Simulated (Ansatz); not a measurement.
**Run report: SiH5SClO, nudged elastic band**

System: SiH5SClO.
Method: RKS PBE0/def2-SVP (Ansatz 0.2.0).

One setting was made poor on purpose. It belongs to a series of runs on one base structure; here: band between the two ends. Figures and captions count atoms from 1; the log counts them from 0 in places.

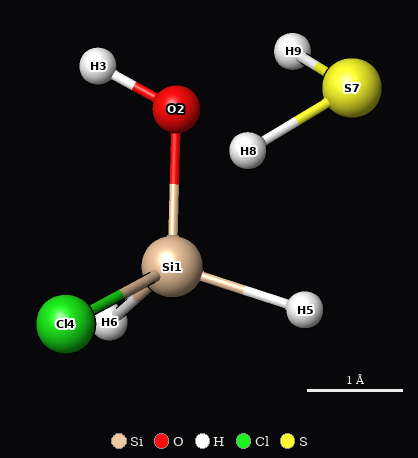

Fig. 1: The input geometry (ball-and-stick view, seen at an oblique angle; atoms are numbered from 1 in the order of the input). Bond lengths as drawn: Cl–Si 2.07 Å, H–O 0.96 Å, H–S 1.35 Å, H–Si 1.48 to 1.49 Å and O–Si 1.66 Å.

Input:
```yaml
crystal:
  periodic: [false, false, false]
  atoms:
    - { symbol: Si, position_ang: [-0.233167, -0.223771, -0.050272] }
    - { symbol: O, position_ang: [-0.449429, -0.052268, 1.586701] }
    - { symbol: H, position_ang: [-0.381711, -0.846728, 2.12649] }
    - { symbol: Cl, position_ang: [1.725059, -0.759889, -0.466946] }
    - { symbol: H, position_ang: [-0.51926, 1.09319, -0.656925] }
    - { symbol: H, position_ang: [-1.087379, -1.315109, -0.591573] }
    - { symbol: S, position_ang: [1.68554, 2.726158, 1.69345] }
    - { symbol: H, position_ang: [2.508638, 1.78824, 1.17919] }
    - { symbol: H, position_ang: [0.808809, 1.784976, 2.110086] }
basis:
  gaussian: { orbitals: def2-SVP }
hamiltonian:
  xc: pbe0
neb:
  order_check: false
  images: 2
  f_tol: 0.05
  max_iterations: 60
  climbing: true
  final_atoms:
    - { symbol: Si, position_ang: [0.61080609, 0.22129781, -0.21522388] }
    - { symbol: O, position_ang: [-0.77517095, 0.0661218, 2.35243241] }
    - { symbol: H, position_ang: [-1.54405166, 0.64745319, 2.35197547] }
    - { symbol: Cl, position_ang: [1.53151225, 0.09260241, -2.07459115] }
    - { symbol: H, position_ang: [-0.78669419, 0.65268854, -0.4478036] }
    - { symbol: H, position_ang: [0.78641476, -1.10451496, 0.41825938] }
    - { symbol: S, position_ang: [1.54588201, 1.79729085, 0.92355684] }
    - { symbol: H, position_ang: [2.73447589, 1.16415008, 1.03394318] }
    - { symbol: H, position_ang: [-0.0460742, 0.65770928, 2.58765235] }
  initial_path:
    images:
      - { positions_ang: [[-0.233167, -0.223771, -0.050272], [-0.449429, -0.052268, 1.586701], [-0.381711, -0.846728, 2.12649], [1.725059, -0.759889, -0.466946], [-0.51926, 1.09319, -0.656925], [-1.087379, -1.315109, -0.591573], [1.68554, 2.726158, 1.69345], [2.508638, 1.78824, 1.17919], [0.808809, 1.784976, 2.110086]] }
      - { positions_ang: [[-0.08142902, -0.07640545, -0.01346148], [-0.15622913, -0.00214546, 1.88541886], [-0.74324849, -0.44239488, 2.29109402], [1.91116692, -0.28161188, -0.62223744], [-0.62235794, 1.15962619, -0.55079953], [-0.83612566, -1.23136008, -0.5090039], [1.43698563, 2.19706125, 1.07042087], [2.42370167, 1.59012233, 1.42538877], [0.72463601, 1.28190699, 1.95338083]] }
      - { positions_ang: [[0.19989535, 0.07195082, -0.06844544], [-0.26480978, 0.0373178, 2.14066266], [-1.13069538, 0.05566552, 2.36625585], [1.84665134, 0.00255192, -1.15811916], [-0.71150267, 1.01279237, -0.4810924], [-0.21152774, -1.16116207, -0.17239311], [1.39043297, 1.88743886, 0.81378982], [2.49898097, 1.38209236, 1.37697317], [0.43967495, 0.90615142, 2.11256961]] }
      - { positions_ang: [[0.61080609, 0.22129781, -0.21522388], [-0.77517095, 0.0661218, 2.35243241], [-1.54405166, 0.64745319, 2.35197547], [1.53151225, 0.09260241, -2.07459115], [-0.78669419, 0.65268854, -0.4478036], [0.78641476, -1.10451496, 0.41825938], [1.54588201, 1.79729085, 0.92355684], [2.73447589, 1.16415008, 1.03394318], [-0.0460742, 0.65770928, 2.58765235]] }
```

Run as:
```bash
ansatz run input.yaml --threads 2 --pin off --max-ram 3072MiB --backend cpu --events-out ev --progress --plain --runs-dir out
```

What the program printed:
```
Engine: ansatz 0.2.0, aarch64-unknown-linux-gnu
Functional definition: PBE0
  parameter a = 0.25
  parameter kappa = 0.804
  parameter beta = 0.06672455060314922
  exchange = (1 - a)*pbe_x(kappa = kappa, mu = beta*pi^2/3) + a*exact_x
  correlation = pbe_c(beta = beta)
934 factors; integrals over basis functions are off by at most 4.2e-4 eV
mean field evaluation 1: about -33338.1135 eV, gradient 4.4e1 eV
mean field evaluation 2: about -33332.3488 eV, gradient 7.1e1 eV
mean field evaluation 4: about -33341.5574 eV, gradient 1.5e0 eV
mean field evaluation 8: about -33341.5631 eV, gradient 8.0e-2 eV
mean field -33341.56308611 eV, -1225.2798436915 hartree, gradient 2.3e-5 eV, S^2 0.000000; 0 other end points of the search recorded, 0 dependent functions left out
the calculation of the forces begins
reference -33341.56310966 eV, -1225.2798445567 hartree; 30, 30 occupied and 63, 63 virtual orbitals, 934 factors
937 factors; integrals over basis functions are off by at most 1.3e-3 eV
mean field evaluation 16: about -33337.8671 eV, gradient 4.4e1 eV
mean field -33341.30713675 eV, -1225.2704377260 hartree, gradient 4.0e-5 eV, S^2 0.000000; 0 other end points of the search recorded, 0 dependent functions left out
the calculation of the forces begins
reference -33341.30716041 eV, -1225.2704385954 hartree; 30, 30 occupied and 63, 63 virtual orbitals, 937 factors
NEB end point (image 0): max|allowed force component| = 1.179e-2 eV/Å (the criterion of neb.relax_end_points is 1.000e-2)
NEB end point (image 3): max|allowed force component| = 1.630e-2 eV/Å (the criterion of neb.relax_end_points is 1.000e-2)
935 factors; integrals over basis functions are off by at most 9.6e-4 eV
mean field evaluation 32: about -33339.1802 eV, gradient 7.2e0 eV
mean field -33339.31840064 eV, -1225.1973530219 hartree, gradient 4.7e-5 eV, S^2 0.000000; 0 other end points of the search recorded, 0 dependent functions left out
the calculation of the forces begins
reference -33339.31842379 eV, -1225.1973538727 hartree; 30, 30 occupied and 63, 63 virtual orbitals, 935 factors
937 factors; integrals over basis functions are off by at most 1.1e-3 eV
mean field -33338.49463510 eV, -1225.1670801967 hartree, gradient 1.7e-5 eV, S^2 0.000000; 0 other end points of the search recorded, 0 dependent functions left out
the calculation of the forces begins
reference -33338.49465816 eV, -1225.1670810439 hartree; 30, 30 occupied and 63, 63 virtual orbitals, 937 factors
NEB iter   1: max|band force component| = 7.977e0 eV/Å  barrier→ = 3.0685 eV  barrier← = 2.8125 eV  Δτ_max = 0.2000 Å  (96 SCF iters)
these checks for a lower state are left out or cut short: starts, cluster_reference, orbital_swaps, neighbouring_geometries, increment
935 factors; integrals over basis functions are off by at most 9.5e-4 eV
mean field evaluation 64: about -33340.7125 eV, gradient 2.6e-2 eV
mean field -33340.71253241 eV, -1225.2485864196 hartree, gradient 4.7e-5 eV, S^2 0.000000; 0 other end points of the search recorded, 0 dependent functions left out
the calculation of the forces begins
reference -33340.71255553 eV, -1225.2485872692 hartree; 30, 30 occupied and 63, 63 virtual orbitals, 935 factors
these checks for a lower state are left out or cut short: starts, cluster_reference, orbital_swaps, neighbouring_geometries, increment
937 factors; integrals over basis functions are off by at most 1.2e-3 eV
mean field -33340.19906769 eV, -1225.2297169390 hartree, gradient 9.0e-5 eV, S^2 0.000000; 0 other end points of the search recorded, 0 dependent functions left out
the calculation of the forces begins
reference -33340.19909062 eV, -1225.2297177817 hartree; 30, 30 occupied and 63, 63 virtual orbitals, 937 factors
NEB iter   2: max|band force component| = 2.118e0 eV/Å  barrier→ = 1.3640 eV  barrier← = 1.1081 eV  Δτ_max = 0.1985 Å  (56 SCF iters)
[... from here on the SCF iterations and repeated set-up lines of each step are left out, up to the last step ...]
NEB iter   3: max|band force component| = 9.041e-1 eV/Å  barrier→ = 0.9098 eV  barrier← = 0.6538 eV  Δτ_max = 0.1982 Å  (53 SCF iters)
NEB iter   4: max|band force component| = 5.377e-1 eV/Å  barrier→ = 0.8097 eV  barrier← = 0.5538 eV  Δτ_max = 0.0949 Å  (52 SCF iters)
NEB iter   5: max|band force component| = 3.758e-1 eV/Å  barrier→ = 0.7895 eV  barrier← = 0.5336 eV  CI = image 2  Δτ_max = 0.1998 Å  (46 SCF iters)
NEB iter   6: max|band force component| = 9.289e-1 eV/Å  barrier→ = 1.0026 eV  barrier← = 0.7466 eV  CI = image 2  Δτ_max = 0.1001 Å  (50 SCF iters)
NEB iter   7: max|band force component| = 7.536e-1 eV/Å  barrier→ = 1.1012 eV  barrier← = 0.8453 eV  CI = image 2  Δτ_max = 0.1945 Å  (50 SCF iters)
NEB iter   8: max|band force component| = 8.266e-1 eV/Å  barrier→ = 1.3213 eV  barrier← = 1.0654 eV  CI = image 2  Δτ_max = 0.1953 Å  (54 SCF iters)
NEB iter   9: max|band force component| = 1.073e0 eV/Å  barrier→ = 1.3787 eV  barrier← = 1.1228 eV  CI = image 2  Δτ_max = 0.0714 Å  (51 SCF iters)
NEB iter  10: max|band force component| = 4.293e-1 eV/Å  barrier→ = 1.3320 eV  barrier← = 1.0761 eV  CI = image 2  Δτ_max = 0.0880 Å  (47 SCF iters)
NEB iter  11: max|band force component| = 2.142e-1 eV/Å  barrier→ = 1.3129 eV  barrier← = 1.0570 eV  CI = image 2  Δτ_max = 0.0798 Å  (47 SCF iters)
NEB iter  12: max|band force component| = 1.904e-1 eV/Å  barrier→ = 1.3112 eV  barrier← = 1.0553 eV  CI = image 2  Δτ_max = 0.0514 Å  (46 SCF iters)
NEB iter  13: max|band force component| = 1.557e-1 eV/Å  barrier→ = 1.3026 eV  barrier← = 1.0466 eV  CI = image 2  Δτ_max = 0.0384 Å  (47 SCF iters)
NEB iter  14: max|band force component| = 1.543e-1 eV/Å  barrier→ = 1.2993 eV  barrier← = 1.0433 eV  CI = image 2  Δτ_max = 0.0551 Å  (47 SCF iters)
NEB iter  15: max|band force component| = 5.075e-2 eV/Å  barrier→ = 1.2980 eV  barrier← = 1.0421 eV  CI = image 2  Δτ_max = 0.0126 Å  (46 SCF iters)
NEB iter  16: max|band force component| = 3.142e-2 eV/Å  barrier→ = 1.2981 eV  barrier← = 1.0421 eV  CI = image 2  Δτ_max = 0.0089 Å  (45 SCF iters)
these checks for a lower state are left out or cut short: starts, cluster_reference, orbital_swaps, neighbouring_geometries, increment
937 factors; integrals over basis functions are off by at most 9.4e-4 eV
mean field -33340.26533255 eV, -1225.2321521277 hartree, gradient 7.2e-5 eV, S^2 0.000000; 0 other end points of the search recorded, 0 dependent functions left out
the calculation of the forces begins
reference -33340.26535580 eV, -1225.2321529822 hartree; 30, 30 occupied and 63, 63 virtual orbitals, 937 factors
934 factors; integrals over basis functions are off by at most 6.2e-4 eV
mean field -33341.34222691 eV, -1225.2717272654 hartree, gradient 9.8e-6 eV, S^2 0.000000; 1 other end points of the search recorded, 0 dependent functions left out
the calculation of the forces begins
reference -33341.34225065 eV, -1225.2717281379 hartree; 30, 30 occupied and 63, 63 virtual orbitals, 934 factors
937 factors; integrals over basis functions are off by at most 9.4e-4 eV
mean field evaluation 256: about -33337.8312 eV, gradient 3.7e1 eV
mean field -33340.26533255 eV, -1225.2321521277 hartree, gradient 7.2e-5 eV, S^2 0.000000; 1 other end points of the search recorded, 0 dependent functions left out
the calculation of the forces begins
reference -33340.26535580 eV, -1225.2321529822 hartree; 30, 30 occupied and 63, 63 virtual orbitals, 937 factors
NEB iter  17: max|band force component| = 2.694e-2 eV/Å  barrier→ = 1.2978 eV  barrier← = 1.0418 eV  CI = image 2  Δτ_max = 0.0000 Å  (74 SCF iters)
```

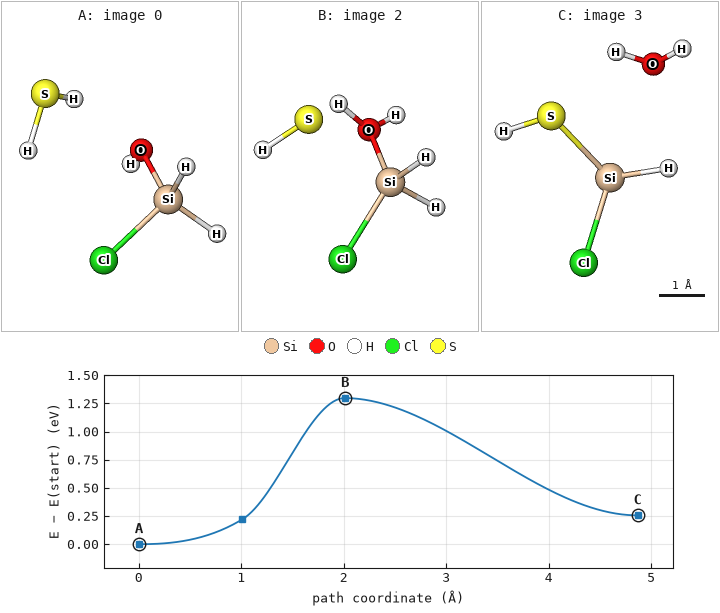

Fig. 2: Images of the last band (counted from 0; ball-and-stick, seen at a tilt) above the energy along the path; the line is a cubic interpolation that uses the forces. The highest image is number 2, 1.298 eV above the start and 1.042 eV above the end (the climbing image); the end lies 0.256 eV above the start. The path is 4.87 Å long. The band converged in 17 iterations.

```
Total energy: -33340.26535580 eV, -1225.2321529822 hartree
Atom 0 at     0.144275     0.183667     0.025435 Å, force     0.008994    -0.001121    -0.018278 eV/Å
Atom 1 at    -0.032452     0.032247     1.850205 Å, force    -0.021018    -0.018888    -0.023263 eV/Å
Atom 2 at    -0.788098    -0.398310     2.281271 Å, force     0.006616     0.010124     0.027196 eV/Å
Atom 3 at     1.877828    -0.436767    -0.945388 Å, force    -0.007376     0.000665    -0.002096 eV/Å
Atom 4 at    -0.727146     1.201275    -0.621900 Å, force     0.009364    -0.002086    -0.000048 eV/Å
Atom 5 at    -0.644774    -1.088653    -0.138224 Å, force     0.005395     0.002335     0.006324 eV/Å
Atom 6 at     1.318154     2.141707     1.067550 Å, force     0.000754     0.005850     0.012196 eV/Å
Atom 7 at     2.498750     1.537969     1.327119 Å, force    -0.000146     0.001421    -0.005690 eV/Å
Atom 8 at     0.410562     1.021666     2.084133 Å, force    -0.002582     0.001700     0.003659 eV/Å
Dipole moment:    -0.461986    -0.285794     0.627866 e Å
this run last wrote the band of iteration 17 to [file]; this run last wrote the band within `neb.f_tol` of iteration 16 to [file]
```

The last band as extended XYZ (Å, eV, eV/Å):
```
9
Properties=species:S:1:pos:R:3:forces:R:3 image=0 energy=-33341.56309
Si   -0.2332   -0.2238   -0.0503    0.0036   0.0074  -0.0027
O    -0.4494   -0.0523    1.5867    0.0008  -0.0118  -0.0032
H    -0.3817   -0.8467    2.1265   -0.0020   0.0075   0.0045
Cl    1.7251   -0.7599   -0.4669   -0.0031  -0.0015  -0.0017
H    -0.5193    1.0932   -0.6569   -0.0027  -0.0008  -0.0015
H    -1.0874   -1.3151   -0.5916    0.0022  -0.0013   0.0022
S     1.6855    2.7262    1.6934    0.0010  -0.0062   0.0019
H     2.5086    1.7882    1.1792   -0.0021   0.0031   0.0019
H     0.8088    1.7850    2.1101    0.0021   0.0036  -0.0015
9
Properties=species:S:1:pos:R:3:forces:R:3 image=1 energy=-33341.34223
Si   -0.0769   -0.0879    0.0193   -0.1509  -0.1615   0.0095
O    -0.1285   -0.0552    1.6977   -0.0432  -0.0687  -0.1012
H    -0.7757   -0.6255    2.1239    0.0333  -0.1574  -0.0830
Cl    1.8110   -0.4795   -0.7245   -0.0523  -0.0110   0.1265
H    -0.6169    1.1477   -0.5928    0.0511  -0.0331   0.0202
H    -0.8847   -1.2726   -0.3529   -0.1623  -0.1185  -0.1258
S     1.4788    2.4340    1.3513    0.0926   0.1933   0.1818
H     2.5314    1.5904    1.3571    0.0227   0.0432  -0.0049
H     0.7185    1.5434    2.0511    0.2092   0.3136  -0.0230
9
Properties=species:S:1:pos:R:3:forces:R:3 image=2 energy=-33340.26533
Si    0.1443    0.1837    0.0254    0.0090  -0.0011  -0.0183
O    -0.0325    0.0322    1.8502   -0.0210  -0.0189  -0.0233
H    -0.7881   -0.3983    2.2813    0.0066   0.0101   0.0272
Cl    1.8778   -0.4368   -0.9454   -0.0074   0.0007  -0.0021
H    -0.7271    1.2013   -0.6219    0.0094  -0.0021   0.0000
H    -0.6448   -1.0887   -0.1382    0.0054   0.0023   0.0063
S     1.3182    2.1417    1.0675    0.0008   0.0059   0.0122
H     2.4987    1.5380    1.3271   -0.0001   0.0014  -0.0057
H     0.4106    1.0217    2.0841   -0.0026   0.0017   0.0037
9
Properties=species:S:1:pos:R:3:forces:R:3 image=3 energy=-33341.30714
Si    0.6108    0.2213   -0.2152    0.0019   0.0023   0.0023
O    -0.7752    0.0661    2.3524    0.0112   0.0163   0.0067
H    -1.5441    0.6475    2.3520   -0.0027  -0.0029  -0.0014
Cl    1.5315    0.0926   -2.0746    0.0002  -0.0007  -0.0004
H    -0.7867    0.6527   -0.4478    0.0016  -0.0004  -0.0002
H     0.7864   -1.1045    0.4183   -0.0011  -0.0016  -0.0018
S     1.5459    1.7973    0.9236   -0.0072   0.0033   0.0000
H     2.7345    1.1642    1.0339    0.0038  -0.0032  -0.0005
H    -0.0461    0.6577    2.5877   -0.0078  -0.0131  -0.0048
```

Results in brief:

- outcome: converged
- barrier, forward: 1.298 eV
- barrier, backward: 1.042 eV
- hardware: 2 threads of Arm Neoverse V2, 24 GiB of memory available, shared host
- wall time: 73 s (CPU time 2.4 min)
- peak memory: 0.19 GiB

Notes:

A deliberately poor setting: few images. The order of the saddle point was not checked.
